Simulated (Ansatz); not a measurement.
# Ge5Pd: one candidate of a structure search, part 2 of 2

Aim: relax a trial structure of Ge5Pd and see where it ends.

Ansatz 0.2.0; DFT PBE, scalar-relativistic, plane waves, PAW. The steps go on from the part before.

## 4. Spin check on a coarse mesh

File input.yaml:

```yaml
crystal:
  lattice:
    - [4.9033993107, 0.0, 0.0]
    - [-2.4516996553, 4.246468368, 0.0]
    - [0.0, 0.0, 5.2497324292]
  atoms:
    - { symbol: Ge, position: [0.3333333333, 0.6666666667, 0.5] }
    - { symbol: Ge, position: [0.6666666667, 0.3333333333, 0.5] }
    - { symbol: Ge, position: [0.3333333333, 0.6666666667, 0.0] }
    - { symbol: Ge, position: [0.6666666667, 0.3333333333, 0.0] }
    - { symbol: Ge, position: [0.0, 0.0, 0.5] }
    - { symbol: Pd, position: [0.0, 0.0, 0.0], spin: 1.0 }
basis:
  ecutwfc: 420
kpoints:
  mp_grid: { grid: [6, 6, 4] }
hamiltonian:
  xc: pbe
scf:
  occupations: { method: gaussian, width: 0.1 }
  lower_state_search: "off"
output:
  forces: true
  stress: true
  eigenvalues: true
  populations: true
magnetization:
  spin_polarized: true
```

The run is started by

```sh
> ansatz run input.yaml --threads 1 --pin off --max-ram 2560MiB --backend cpu --events-out ev --progress --plain --runs-dir out
```

Standard output, shortened:

```text
[...]
SCF converged after 14 iterations
Magnetization: 0.0000 μB (44.0000 up, 44.0000 down)
Absolute magnetization: 0.0000 μB (∫|ρ↑−ρ↓|, with the PAW one-centre terms)
Spin contamination: 0.0000 ħ² per cell (⟨S²⟩ above its minimum at these occupations)
[...]
        0.000000      -0.000000      -0.312694
  P = ⅓ Tr σ = -0.3105 GPa (-3.105 kbar)
--- Band table (eV; the first three rows and the last of 42) ---
[...]
--- Löwdin populations: 6 sites ---
  site symbol       q [e]    m [muB]
     0     Ge     13.9630    -0.0000
     1     Ge     13.9630    -0.0000
     2     Ge     14.2039    -0.0000
     3     Ge     14.2039    -0.0000
     4     Ge     14.1494     0.0000
     5     Pd     17.2428    -0.0000
  spilling = 0.003113 (of n_electrons = 88.000000)
```

Wall time 25 s (1 thread of Arm Neoverse V1, shared host); peak memory 0.48 GiB.

Per atom:

```
atom  Löwdin electrons
 Ge1             13.96
 Ge2             13.96
 Ge3             14.20
 Ge4             14.20
 Ge5             14.15
 Pd6             17.24
```

The Löwdin counts miss 0.27 of the 88 electrons, which the atomic orbitals do not span, so they are no charges.

The same cell is solved with trial moments on Pd. The largest site moment that stays is 0.00 μB and the cell's total 0.00 μB. The workflow keeps spin only above 0.25 μB on a site, so the next run goes without spin.

## 5. Relaxation on the finer mesh

The end of the coarse run is made exact in the group found at a tolerance of 0.06 Å and reduced to its primitive cell.

input.yaml: that of step 4 with these lines changed.

```diff
@@ -11,3 +11,3 @@
     - { symbol: Ge, position: [0.0, 0.0, 0.5] }
-    - { symbol: Pd, position: [0.0, 0.0, 0.0], spin: 1.0 }
+    - { symbol: Pd, position: [0.0, 0.0, 0.0] }
 basis:
@@ -15,3 +15,3 @@
 kpoints:
-  mp_grid: { grid: [6, 6, 4] }
+  mp_grid: { grid: [12, 12, 8] }
 hamiltonian:
@@ -20,3 +20,2 @@
   occupations: { method: gaussian, width: 0.1 }
-  lower_state_search: "off"
 output:
@@ -25,4 +24,6 @@
   eigenvalues: true
-  populations: true
-magnetization:
-  spin_polarized: true
+relax:
+  adjacent_minimum: "off"
+  f_tol: 0.01
+  max_steps: 80
+  cell: { stress_tol: 0.05 }
```

The run is started by

```sh
> ansatz run input.yaml --threads 1 --pin off --max-ram 2560MiB --backend cpu --events-out ev --progress --plain --runs-dir out
```

Standard output:

```text
Warning: RAYON_NUM_THREADS=1 ignored (pool sized by the plan → 1); use --threads N
[... 9 set-up lines as earlier in the session ...]
Crystal: 6 atoms, lattice volume = 109.311 Å³
Basis set: ecut = 420 eV, 2123 PW (Γ), exchange–correlation on 72×72×72 points (8 copies of the dense FFT grid, shifted against one another)
Bands: 53, of which v1, the nominal top of the filled ones, is band 44 counted from 1 (43 counted from 0)
[... 1 set-up line as earlier in the session ...]
Space group: P6/mmm (ITA 191), of the structure as read, at distance tolerance 4.8e-5 Å
k-points: 95 of 1152
[... 8 set-up lines as earlier in the session ...]
SCF iter   1: F=—  HF=-28447.281534 eV  |F-HF|=—  |Δ(HF+E_count)|=         —  Δρ=2.96e-3  dr2=2.14e-2  ethr=1.77e-3  ⟨swp⟩=5.7  Hψ=16743  notcnv=0  defer=16
preconditioner: auto → Kerker (q_TF=auto, 2.631 Å⁻¹)  [metal: Δε(μ)=0.026 eV  Ē_g=20.600 eV  σ=0.100 eV  W_gap=0.14  n_scr=28 (ndim 8)  ℏωp=31.8 eV  f_vac=0.000  D(μ)=2.98/eV (n_scr^D=20)]
SCF iter   2: F=—  HF=-28447.280313 eV  |F-HF|=—  |Δ(HF+E_count)|=   1.22e-3  Δρ=1.64e-3  dr2=9.18e-3  ethr=2.43e-5  ⟨swp⟩=1.9  Hψ=6279  notcnv=0  defer=21
SCF iter   3: F=—  HF=-28447.278596 eV  |F-HF|=—  |Δ(HF+E_count)|=   1.72e-3  Δρ=4.40e-4  dr2=9.14e-4  ethr=1.04e-5  ⟨swp⟩=2.0  Hψ=5733  notcnv=0  defer=21
SCF iter   4: F=—  HF=-28447.278410 eV  |F-HF|=—  |Δ(HF+E_count)|=   1.86e-4  Δρ=1.50e-4  dr2=4.39e-5  ethr=1.04e-6  ⟨swp⟩=2.0  Hψ=5969  notcnv=0  defer=21
SCF iter   5: F=—  HF=-28447.278499 eV  |F-HF|=—  |Δ(HF+E_count)|=   8.91e-5  Δρ=6.13e-5  dr2=8.52e-6  ethr=4.98e-8  ⟨swp⟩=2.1  Hψ=7763  notcnv=0  defer=21
SCF iter   6: F=—  HF=-28447.278497 eV  |F-HF|=—  |Δ(HF+E_count)|=   2.33e-6  Δρ=2.41e-5  dr2=1.04e-6  ethr=9.68e-9  ⟨swp⟩=2.0  Hψ=8540  notcnv=0  defer=21
SCF iter   7: F=-28447.278497 eV  HF=-28447.278497 eV  |F-HF|=1.96e-8  |Δ(HF+E_count)|=   2.18e-7  Δρ=4.38e-6  dr2=3.13e-8  ethr=1.14e-10  ⟨swp⟩=6.5  Hψ=21427  notcnv=0
SCF 1 converged in 7 iterations: F = -28447.278497 eV  dr2 = 3.13e-8
relax step   1: F+E_penalty+E_count = -28447.27849653 eV  Δ(F+E_penalty+E_count) = +0.000e0 eV  max|allowed force component| = 2.298e-16 eV/Å  Δτ_max = 0.0000 Å  P = -0.138 GPa  Ω = 109.311 Å³  (7 SCF iters, dr2 threshold 1.00e-7 eV, accepted)
Crystal: 6 atoms, lattice volume = 108.225 Å³
Basis set: ecut = 420 eV, 2099 PW (Γ), exchange–correlation on 72×72×72 points (8 copies of the dense FFT grid, shifted against one another)
[... 2 set-up lines as earlier in the session ...]
iter 1 solved again at ethr=1.05e-5 eV; its pass at ethr=3.10e-3 eV (dr2=9.28e-3 eV) is discarded
SCF iter   1: F=—  HF=-28447.301234 eV  |F-HF|=—  |Δ(HF+E_count)|=         —  Δρ=2.20e-3  dr2=7.19e-3  ethr=1.05e-5  ⟨swp⟩=2.0  Hψ=23009  notcnv=0
preconditioner: auto → Kerker (q_TF=auto, 2.636 Å⁻¹)  [metal: Δε(μ)=0.010 eV  Ē_g=20.654 eV  σ=0.100 eV  W_gap=0.06  n_scr=28 (ndim 8)  ℏωp=31.9 eV  f_vac=0.000  D(μ)=3.06/eV (n_scr^D=20)]
SCF iter   2: F=—  HF=-28447.300307 eV  |F-HF|=—  |Δ(HF+E_count)|=   9.27e-4  Δρ=1.25e-3  dr2=2.42e-3  ethr=8.17e-6  ⟨swp⟩=1.1  Hψ=5044  notcnv=0
SCF iter   3: F=—  HF=-28447.299719 eV  |F-HF|=—  |Δ(HF+E_count)|=   5.87e-4  Δρ=2.51e-4  dr2=1.29e-4  ethr=2.74e-6  ⟨swp⟩=1.7  Hψ=5185  notcnv=0
SCF iter   4: F=—  HF=-28447.299776 eV  |F-HF|=—  |Δ(HF+E_count)|=   5.67e-5  Δρ=6.59e-5  dr2=4.64e-6  ethr=1.47e-7  ⟨swp⟩=2.0  Hψ=6118  notcnv=0
SCF iter   5: F=—  HF=-28447.299776 eV  |F-HF|=—  |Δ(HF+E_count)|=   1.97e-7  Δρ=2.79e-5  dr2=9.42e-7  ethr=5.27e-9  ⟨swp⟩=2.0  Hψ=8497  notcnv=0
SCF iter   6: F=-28447.299775 eV  HF=-28447.299775 eV  |F-HF|=1.41e-7  |Δ(HF+E_count)|=   6.42e-7  Δρ=1.18e-5  dr2=2.45e-7  ethr=6.82e-10  ⟨swp⟩=5.1  Hψ=18356  notcnv=0
SCF 2 converged in 6 iterations: F = -28447.299775 eV  dr2 = 2.45e-7
relax step   2: F+E_penalty+E_count = -28447.29977480 eV  Δ(F+E_penalty+E_count) = -2.128e-2 eV  max|allowed force component| = 2.583e-16 eV/Å  Δτ_max = 0.0000 Å  P = +0.564 GPa  Ω = 108.225 Å³  energy of the carried Pulay correction = +2.910e-4 eV  (6 SCF iters, dr2 threshold 6.00e-7 eV, accepted)
Crystal: 6 atoms, lattice volume = 109.094 Å³
Basis set: ecut = 420 eV, 2111 PW (Γ), exchange–correlation on 72×72×72 points (8 copies of the dense FFT grid, shifted against one another)
iter 1 solved again at ethr=3.99e-6 eV; its pass at ethr=3.10e-3 eV (dr2=3.51e-3 eV) is discarded
SCF iter   1: F=—  HF=-28447.301355 eV  |F-HF|=—  |Δ(HF+E_count)|=         —  Δρ=1.33e-3  dr2=3.95e-3  ethr=3.99e-6  ⟨swp⟩=2.2  Hψ=18634  notcnv=0
preconditioner: auto → Kerker (q_TF=auto, 2.632 Å⁻¹)  [metal: Δε(μ)=0.027 eV  Ē_g=20.618 eV  σ=0.100 eV  W_gap=0.15  n_scr=28 (ndim 8)  ℏωp=31.8 eV  f_vac=0.000  D(μ)=3.07/eV (n_scr^D=20)]
SCF iter   2: F=—  HF=-28447.300964 eV  |F-HF|=—  |Δ(HF+E_count)|=   3.91e-4  Δρ=6.01e-4  dr2=1.05e-3  ethr=3.99e-6  ⟨swp⟩=1.2  Hψ=5073  notcnv=0
SCF iter   3: F=—  HF=-28447.300808 eV  |F-HF|=—  |Δ(HF+E_count)|=   1.56e-4  Δρ=1.63e-4  dr2=9.81e-5  ethr=1.19e-6  ⟨swp⟩=1.5  Hψ=5134  notcnv=0
SCF iter   4: F=—  HF=-28447.300869 eV  |F-HF|=—  |Δ(HF+E_count)|=   6.14e-5  Δρ=4.48e-5  dr2=2.81e-6  ethr=1.11e-7  ⟨swp⟩=2.0  Hψ=5719  notcnv=0
SCF iter   5: F=—  HF=-28447.300869 eV  |F-HF|=—  |Δ(HF+E_count)|=   6.85e-7  Δρ=2.00e-5  dr2=6.00e-7  ethr=3.19e-9  ⟨swp⟩=2.1  Hψ=8611  notcnv=0
SCF iter   6: F=-28447.300868 eV  HF=-28447.300868 eV  |F-HF|=3.64e-8  |Δ(HF+E_count)|=   3.60e-7  Δρ=7.82e-6  dr2=8.64e-8  ethr=6.81e-10  ⟨swp⟩=4.8  Hψ=16574  notcnv=0
SCF 3 converged in 6 iterations: F = -28447.300868 eV  dr2 = 8.64e-8
relax step   3: F+E_penalty+E_count = -28447.30086838 eV  Δ(F+E_penalty+E_count) = -1.094e-3 eV  max|allowed force component| = 5.204e-17 eV/Å  Δτ_max = 0.0000 Å  P = -0.094 GPa  Ω = 109.094 Å³  energy of the carried Pulay correction = +8.352e-5 eV  (6 SCF iters, dr2 threshold 6.00e-7 eV, accepted)
Crystal: 6 atoms, lattice volume = 108.969 Å³
iter 1 solved again at ethr=8.46e-8 eV; its pass at ethr=3.10e-3 eV (dr2=7.45e-5 eV) is discarded
SCF iter   1: F=—  HF=-28447.300864 eV  |F-HF|=—  |Δ(HF+E_count)|=         —  Δρ=1.91e-4  dr2=8.11e-5  ethr=8.46e-8  ⟨swp⟩=2.0  Hψ=16383  notcnv=0
preconditioner: auto → Kerker (q_TF=auto, 2.633 Å⁻¹)  [metal: Δε(μ)=0.004 eV  Ē_g=20.623 eV  σ=0.100 eV  W_gap=0.02  n_scr=28 (ndim 8)  ℏωp=31.8 eV  f_vac=0.000  D(μ)=3.08/eV (n_scr^D=20)]
SCF iter   2: F=—  HF=-28447.300950 eV  |F-HF|=—  |Δ(HF+E_count)|=   8.56e-5  Δρ=8.89e-5  dr2=2.22e-5  ethr=8.46e-8  ⟨swp⟩=1.2  Hψ=5053  notcnv=0
SCF iter   3: F=—  HF=-28447.300936 eV  |F-HF|=—  |Δ(HF+E_count)|=   1.39e-5  Δρ=2.22e-5  dr2=1.71e-6  ethr=2.53e-8  ⟨swp⟩=1.6  Hψ=5190  notcnv=0
SCF iter   4: F=—  HF=-28447.300936 eV  |F-HF|=—  |Δ(HF+E_count)|=   3.00e-7  Δρ=5.61e-6  dr2=4.55e-8  ethr=1.95e-9  ⟨swp⟩=2.0  Hψ=5783  notcnv=0
iter 5 did not close the SCF: its close was put off for the readings that it lacked (scf_convergence_deferred on its scf_iter line)
SCF iter   5: F=-28447.300936 eV  HF=-28447.300936 eV  |F-HF|=1.57e-8  |Δ(HF+E_count)|=   1.32e-8  Δρ=2.73e-6  dr2=1.16e-8  ethr=5.17e-11  ⟨swp⟩=2.0  Hψ=8485  notcnv=0
SCF iter   6: F=-28447.300936 eV  HF=-28447.300936 eV  |F-HF|=6.69e-10  |Δ(HF+E_count)|=   5.51e-9  Δρ=9.35e-7  dr2=1.46e-9  ethr=1.32e-11  ⟨swp⟩=2.0  Hψ=17667  notcnv=0
SCF 4 converged in 6 iterations: F = -28447.300936 eV  dr2 = 1.46e-9
relax step   4: F+E_penalty+E_count = -28447.30093584 eV  Δ(F+E_penalty+E_count) = -6.746e-5 eV  max|allowed force component| = 1.766e-16 eV/Å  Δτ_max = 0.0000 Å  P = -0.001 GPa  Ω = 108.969 Å³  energy of the carried Pulay correction = +1.132e-4 eV  (6 SCF iters, dr2 threshold 2.45e-8 eV, accepted)
[... 1 set-up line as earlier in the session ...]
iter 1 solved again at ethr=2.61e-8 eV; its pass at ethr=3.10e-3 eV (dr2=2.30e-5 eV) is discarded
SCF iter   1: F=—  HF=-28447.298680 eV  |F-HF|=—  |Δ(HF+E_count)|=         —  Δρ=5.58e-4  dr2=7.08e-6  ethr=2.61e-8  ⟨swp⟩=3.2  Hψ=27989  notcnv=0
preconditioner: auto → Kerker (q_TF=auto, 2.633 Å⁻¹)  [metal: Δε(μ)=0.018 eV  Ē_g=20.622 eV  σ=0.100 eV  W_gap=0.10  n_scr=28 (ndim 8)  ℏωp=31.8 eV  f_vac=0.000  D(μ)=3.08/eV (n_scr^D=20)]
SCF iter   2: F=—  HF=-28447.300329 eV  |F-HF|=—  |Δ(HF+E_count)|=   1.65e-3  Δρ=2.83e-4  dr2=1.82e-6  ethr=8.05e-9  ⟨swp⟩=1.7  Hψ=5210  notcnv=0
SCF iter   3: F=—  HF=-28447.300823 eV  |F-HF|=—  |Δ(HF+E_count)|=   4.95e-4  Δρ=5.38e-6  dr2=1.09e-8  ethr=2.07e-9  ⟨swp⟩=1.0  Hψ=5035  notcnv=0
SCF iter   4: F=—  HF=-28447.300824 eV  |F-HF|=—  |Δ(HF+E_count)|=   8.20e-8  Δρ=9.51e-7  dr2=7.06e-10  ethr=1.24e-11  ⟨swp⟩=2.0  Hψ=9135  notcnv=0
SCF iter   5: F=—  HF=-28447.300824 eV  |F-HF|=—  |Δ(HF+E_count)|=  8.00e-11  Δρ=3.22e-7  dr2=1.45e-10  ethr=1.00e-12  ⟨swp⟩=2.0  Hψ=7570  notcnv=0
SCF iter   6: F=-28447.300824 eV  HF=-28447.300824 eV  |F-HF|=2.91e-11  |Δ(HF+E_count)|=  7.28e-12  Δρ=1.19e-7  dr2=3.47e-11  ethr=1.00e-12  ⟨swp⟩=4.1  Hψ=14756  notcnv=0
SCF 5 converged in 6 iterations: F = -28447.300824 eV  dr2 = 3.47e-11
relax step   5: F+E_penalty+E_count = -28447.30082356 eV  Δ(F+E_penalty+E_count) = +1.123e-4 eV  max|allowed force component| = 1.388e-16 eV/Å  Δτ_max = 0.0000 Å  P = -0.002 GPa  Ω = 108.969 Å³  stress off target by 1.78e-3 GPa  SCF on the basis re-selected at this cell (its energy is not comparable with the rows above)  (6 SCF iters)
basis re-selected at this cell: Δ(F+E_penalty+E_count) = +1.123e-4 eV, ΔP = -0.000 GPa vs the last step (what re-selecting the basis moved, of the pressure what is left beyond the Pulay correction that the steps carried, after the strain that the cell walked since its last selection, with what the two solves' SCF thresholds leave and, on support functions, any second-order correction that the steps lacked; it is no measure of the basis error at this ecutwfc). This SCF's stress stands 1.78e-3 GPa from its target on what of the cell is left free (relax.cell.stress_tol is 5.00e-2 GPa) and its largest allowed force component is 1.39e-16 eV/Å (relax.f_tol is 1.00e-2 eV/Å): within both
SCF converged after 6 iterations
Free energy (F): -28447.300824 eV
Harris-Foulkes:  -28447.300824 eV  (|F-HF|=2.91e-11)
Internal energy: -28447.285425 eV  (E = F + TS)
E sigma→0 (E₀):  -28447.293124 eV
Entropy (-TS):   -0.015399 eV (-2.566 meV/atom)
Fermi energy:    12.143961 eV
--- Per-component energies (eV) ---
  E_band       = -767.973557
  E_kinetic    = 1067.372093
  E_local      = -12811.892903  (includes V_loc(G=0)·N_el)
  E_nonlocal   = 2299.082593
  E_hartree    = 5543.160219
  E_xc         = -546.878874
  E_vxc        = -534.863310  (∫ρ·V_xc dr)
  E_paw        = -13838.826989  (= ΣΔE_a)
  E_vpaw       = -1873.994769  (= ΣTr[D̂ρ^β])
  E_aug_tail   = 0.001910  (compensation charges beyond the density's cutoff)
  E_ewald      = -10159.303474
  E_smearing   = -0.015399  (= −TS)
  E_closure    = -0.000000  (closes the sum)
  Σ components = -28447.300824   (vs F -28447.300824, Δ=0.00e0)
--- Forces (eV/Å), atoms counted from 1 ---
  atom   1  Ge    -0.00000000     0.00000000    -0.00000000
  atom   2  Ge     0.00000000    -0.00000000     0.00000000
  atom   3  Ge     0.00000000    -0.00000000     0.00000000
  atom   4  Ge    -0.00000000     0.00000000    -0.00000000
  atom   5  Ge     0.00000000    -0.00000000     0.00000000
  atom   6  Pd    -0.00000000    -0.00000000     0.00000000
  max |Σ_I F_I| component: 5.55e-17 eV/Å
--- Stress (GPa, compression-positive) ---
       -0.001776       0.000000      -0.000000
       -0.000000      -0.001776      -0.000000
       -0.000000      -0.000000      -0.001423
  P = ⅓ Tr σ = -0.0017 GPa (-0.017 kbar)
--- Band table (eV; the first three rows and the last of 95) ---
  k-point 0: bands = ["-72.3901", "-38.1345", "-38.1345", "-38.1160", "-12.5563", "-12.5187", "-12.5187", "-12.4836", "-12.4614", "-12.4614", "-12.4537", "-12.4537", "-12.4535", "-12.4535", "-12.4510", "-12.4306", "-12.4306", "-12.4027", "-12.4027", "-12.3974", "-12.3974", "-12.3572", "-12.3572", "-12.3423", "-12.3423", "-12.3115", "-12.3115", "-12.3014", "-12.2307", "-0.6969", "3.0079", "5.3716", "6.6600", "6.7281", "7.4883", "7.4883", "9.3521", "9.3521", "9.5203", "9.5203", "9.9604", "10.1966", "10.1966", "10.4465", "11.2921", "13.2448", "13.5026", "13.5026", "14.1100", "14.1100", "16.8115", "17.6838", "17.6838"]
  k-point 1: bands = ["-72.3901", "-38.1345", "-38.1345", "-38.1161", "-12.5493", "-12.5187", "-12.5187", "-12.4744", "-12.4609", "-12.4609", "-12.4538", "-12.4538", "-12.4503", "-12.4503", "-12.4491", "-12.4305", "-12.4305", "-12.4027", "-12.4027", "-12.3954", "-12.3954", "-12.3572", "-12.3572", "-12.3454", "-12.3454", "-12.3140", "-12.3140", "-12.3095", "-12.2399", "-0.6241", "2.7315", "5.4498", "6.3530", "7.5093", "7.5253", "7.5253", "9.0855", "9.0855", "9.2245", "9.8624", "9.8624", "10.1522", "10.1522", "10.2120", "12.1976", "13.2320", "13.3437", "13.3437", "13.9260", "13.9260", "17.3039", "18.0823", "18.0823"]
  k-point 2: bands = ["-72.3901", "-38.1345", "-38.1345", "-38.1162", "-12.5309", "-12.5187", "-12.5187", "-12.4596", "-12.4596", "-12.4537", "-12.4537", "-12.4485", "-12.4428", "-12.4421", "-12.4421", "-12.4304", "-12.4304", "-12.4028", "-12.4028", "-12.3899", "-12.3899", "-12.3572", "-12.3572", "-12.3539", "-12.3539", "-12.3324", "-12.3208", "-12.3208", "-12.2660", "-0.4130", "2.1158", "5.6851", "6.4210", "7.6217", "7.6217", "8.2277", "8.3959", "8.8378", "8.8378", "9.9620", "10.0332", "10.0332", "10.3234", "10.3234", "13.0337", "13.0337", "13.2136", "13.4787", "13.4787", "13.7002", "16.6605", "18.5608", "19.1101"]
  k-point 94: bands = ["-72.3901", "-38.1346", "-38.1346", "-38.1163", "-12.5617", "-12.5617", "-12.5437", "-12.4590", "-12.4590", "-12.4464", "-12.4313", "-12.4254", "-12.4097", "-12.4097", "-12.4083", "-12.4083", "-12.3970", "-12.3970", "-12.3940", "-12.3940", "-12.3842", "-12.3830", "-12.3754", "-12.3522", "-12.3522", "-12.3372", "-12.3372", "-12.3286", "-12.3141", "2.7428", "2.7428", "3.0868", "3.1439", "3.1439", "6.9625", "8.2543", "9.2154", "9.2154", "9.3110", "9.3110", "11.6159", "11.6159", "11.7134", "13.4542", "13.4542", "14.4000", "14.7830", "14.7830", "14.9425", "14.9425", "18.1650", "18.5381", "18.7034"]
--- Relaxed structure (4 steps of the walk, 4 accepted, 1 SCFs on fresh bases) ---
  F+E_penalty+E_count = -28447.30082356 eV   max|allowed force component| = 1.388e-16 eV/Å   (the final SCF, on the basis selected at the relaxed cell)
  cell:  # Å, volume = 108.9689 Å³
    - [4.862191443243018, -2.8625031421341347e-11, 4.934650562137955e-19]
    - [-2.4310957215967193, 4.21078130792609, -2.467325281043775e-19]
    - [5.28319099490626e-19, 5.3569289212618e-33, 5.322402911387207]
  atoms:
    - { symbol: Ge, position: [0.3333333333333333, 0.6666666666666666, 0.49999999999999994] }
    - { symbol: Ge, position: [0.6666666666666665, 0.3333333333333333, 0.49999999999999994] }
    - { symbol: Ge, position: [0.3333333333333333, 0.6666666666666666, -1.9866144168820137e-34] }
    - { symbol: Ge, position: [0.6666666666666665, 0.3333333333333333, 2.046300565911438e-34] }
    - { symbol: Ge, position: [3.3703774026776627e-34, 3.1747580442154943e-34, 0.49999999999999994] }
    - { symbol: Pd, position: [-3.4549878458750514e-34, -3.855063339400924e-34, 0.0] }
```

It took 2.4 min on 1 thread of Arm Neoverse V1, shared host; peak memory 0.65 GiB.

Step by step:

| step | energy from step 1 (eV/cell) | largest force component (eV/Å) | pressure (GPa) | volume (Å³) |
| --- | --- | --- | --- | --- |
| 1 | 0.0000 | 0.0000 | -0.14 | 109.31 |
| 2 | -0.0213 | 0.0000 | 0.56 | 108.22 |
| 3 | -0.0224 | 0.0000 | -0.09 | 109.09 |
| 4 | -0.0224 | 0.0000 | 0.00 | 108.97 |
| 5 | -0.0223 | 0.0000 | 0.00 | 108.97 |

Step 1 is the start. Step 5 repeats the geometry before it on a plane-wave basis chosen anew for that cell, so its energy need not be comparable with the rows above.

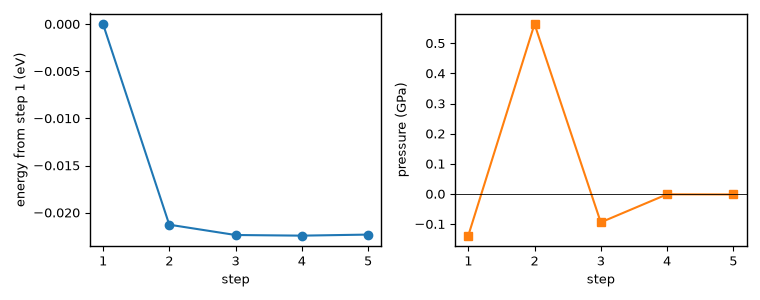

Energy and pressure along the relaxation.

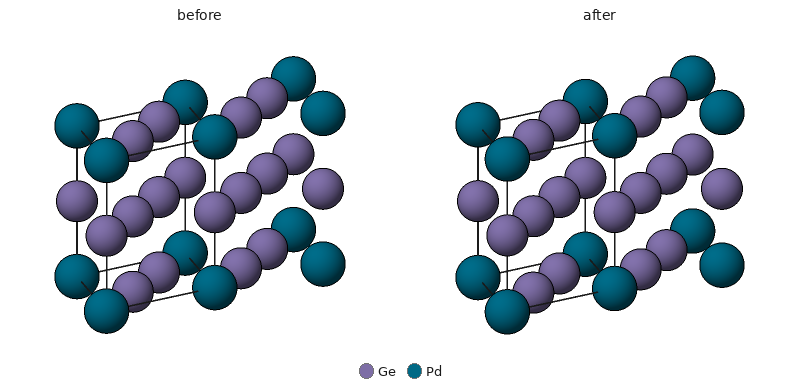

The structure before (left) and after (right) the relaxation, drawn at the same scale. The change is too small to see at this scale.

|  | before | after | change |
| --- | --- | --- | --- |
| a (Å) | 4.903 | 4.862 | -0.8 % |
| b (Å) | 4.903 | 4.862 | -0.8 % |
| c (Å) | 5.250 | 5.322 | +1.4 % |
| volume (Å³/atom) | 18.22 | 18.16 | -0.3 % |
| shortest distance (Å) | 2.625 | 2.661 | +1.4 % |
| space group (0.01 Å) | P6/mmm | P6/mmm | same |

The run keeps the 24 symmetry operations of the start, so it could not have lowered the symmetry.

## 6. Results

What follows sums up all 2 parts. Changes of volume or cell count from the first structure of part 1.

| quantity | value |
| --- | --- |
| symmetry at the end (tolerance 0.05 Å) | space group P6/mmm (No. 191) |
| conventional cell | a = 4.862 Å, b = 4.862 Å, c = 5.322 Å, α = 90.00°, β = 90.00°, γ = 120.00° |
| volume | 18.16 Å³/atom |
| energy over the elements | +0.08 eV/atom |
| gap on the mesh | none (metal) |

In words: The space group P6/mmm (No. 191) is kept, and the volume per atom shrinks by 11.7 % from the first guess. The formation energy is positive, so the separate elements lie lower. No finished test with a distortion of lower symmetry is shown, so the end may be a saddle point. Other magnetic orders were not searched.
